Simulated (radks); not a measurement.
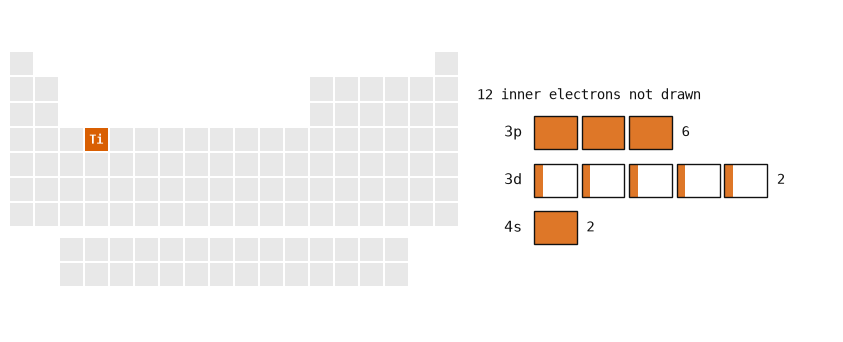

**Figure 1.** Left, the place of titanium in the periodic table; right, the outer shells as the input fills them: a box for each of the 2l + 1 orbitals, shaded by the share of the shell that is filled, with the electron count at the right.

**Atomic calculation, with input and output: Ti**

Atomic titanium (Ti) in the configuration [Ar] 3d2 4s2 (open shells shared over both j by 2j + 1). Computed at this level: Dirac Kohn-Sham, LDA (Slater exchange, Perdew-Wang correlation), spin-unpolarised, spherical densities, finite nucleus (the in-house radial solver radks).

The input:
```
Z 22
configuration [Ar] 3d2 4s2
relativity Dirac
functional lda,pw
spin unpolarised
j_filling average
nucleus finite rms 3.5921 fm
c 137.035999084
mixing 1
max_iterations 75
```

Energies in input and log are in hartree, lengths in bohr (the nuclear radius in fm).

The run was one of a batch that the task file lists, launched with:
```bash
python <driver script> task.json out
```

The program's output:
```
1s1/2   1   2.0000        -178.42623802
2s1/2   1   2.0000         -19.67361425
2p1/2   1   2.0000         -16.45259814
2p3/2   1   4.0000         -16.24104362
3s1/2   1   2.0000          -2.28790616
3p1/2   1   2.0000          -1.44159554
3p3/2   1   4.0000          -1.41714097
3d3/2   1   0.8000          -0.16511689
3d5/2   1   1.2000          -0.16340104
4s1/2   1   2.0000          -0.16880552
Etot -851.7313596663373
Ekin 859.5450250304384
Encl -2028.0332599463177
Eh 356.8133581642611
Exc -40.056482914719126
err 1.8981313325940494e-09
it 12
```

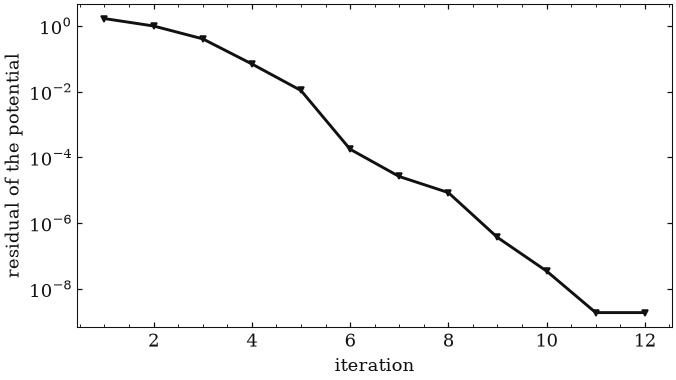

**Figure 2.** Convergence: residual of the potential against the iteration. The residual falls almost steadily, with no more than small rises or pauses. It goes from 1.7 to 1.9×10⁻⁹ in 12 steps.

Outcome:

- outcome: converged
- total energy: −851.731360 hartree
- kinetic energy: 859.545025 hartree
- electron–nucleus energy: −2028.0333 hartree
- Hartree energy: 356.813358 hartree
- exchange–correlation energy: −40.056483 hartree
- radius at density 0.001 e/bohr³: 4.83 bohr
- SCF iterations: 12
- hardware: 1 thread of Arm Neoverse N1, 77 GiB of memory available, shared host

What is odd here:

A numerical setting was moved from its usual value: mixing factor beta = 1. The program ran to the end, and its total energy equals that of the same run with the usual input (−851.73136 hartree) within 10⁻⁵ hartree, so the oddity leaves no trace in it.
